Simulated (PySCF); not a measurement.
SMILES [SiH3][Cd][SiH3] (H₆CdSi₂), singlet, PBE0/def2-SVP optimised geometry. Atoms within 1.6 Å of the plane z = 0.0 Å (x, y, z in Å): Cd1 (0.00, 0.12, 0.00), Si2 (2.54, 0.12, 0.00), H3 (3.10, -1.19, -0.49), H4 (3.10, 0.34, 1.37), H5 (3.10, 1.19, -0.88), Si6 (-2.54, 0.12, 0.00), H7 (-3.10, 0.36, 1.37), H8 (-3.10, -1.19, -0.48), H9 (-3.10, 1.18, -0.89).

Method: PBE0/def2-TZVP, def2 effective core potentials past Kr run with PySCF. The core electrons that the potentials of Cd replace are not part of the density. Cells within 0.4 Å of a nucleus heavier than hydrogen are left out (blank, or x).

Map of the log10 of the electron density (e/bohr³), floored at −4 on the plane z = 0.0 Å:

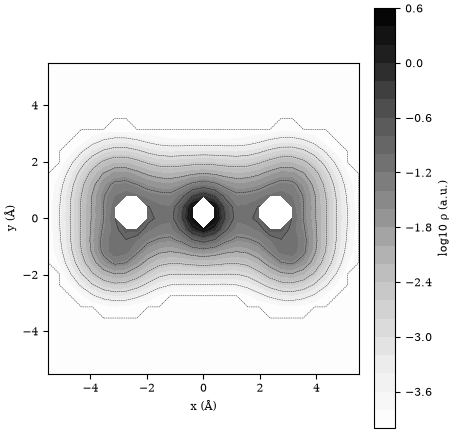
*Log10 of the electron density (e/bohr³), floored at −4 on the plane z = 0.0 Å.*
